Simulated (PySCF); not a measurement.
# C6H5Cl (Chlorobenzene): the cost of one run

Programs: PySCF 2.14.0, with routines of our own; each step states its level. All values are computed. Atoms count from 0.

## Step 1: The system as given

12 atoms, charge 0, multiplicity 1; geometry from: GFN2-xTB.

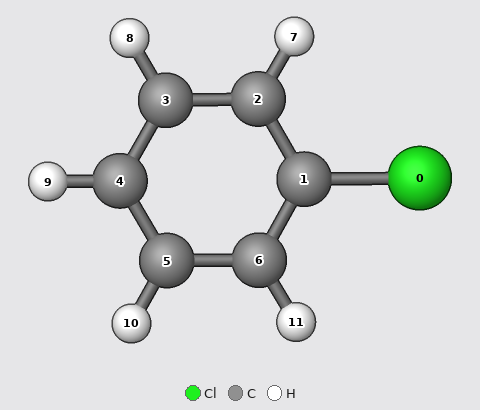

The starting geometry (chlorine green, carbon grey, hydrogen white).

## Step 2: Optimising the geometry at CAM-B3LYP/def2-SV(P)

Job settings and geometry (Å):

```
{"job": {"xc": "CAM-B3LYP", "basis": "def2-SV(P)", "grid": 1, "kind": "geom"}, "charge": 0, "multiplicity": 1}
Cl     3.042687     0.218554    -0.005508
C      1.316441     0.094595    -0.004410
C      0.549692     1.248321     0.010284
C     -0.830312     1.141913     0.011278
C     -1.435959    -0.103330    -0.000586
C     -0.657981    -1.248812    -0.015506
C      0.723057    -1.157157    -0.017145
H      1.028559     2.214907     0.021523
H     -1.432451     2.037986     0.022778
H     -2.512696    -0.180709     0.003034
H     -1.125473    -2.221816    -0.024227
H      1.335634    -2.045137    -0.027543
```

The run is started by

```sh
> OMP_NUM_THREADS=1 python excited_run.py task.json out
```

This one command runs all jobs of the session in turn.

Q: Estimate the wall time and peak memory of this first job on 1 thread of Arm Neoverse V1, shared host.

About 41 s, with a peak of 0.58 GiB.
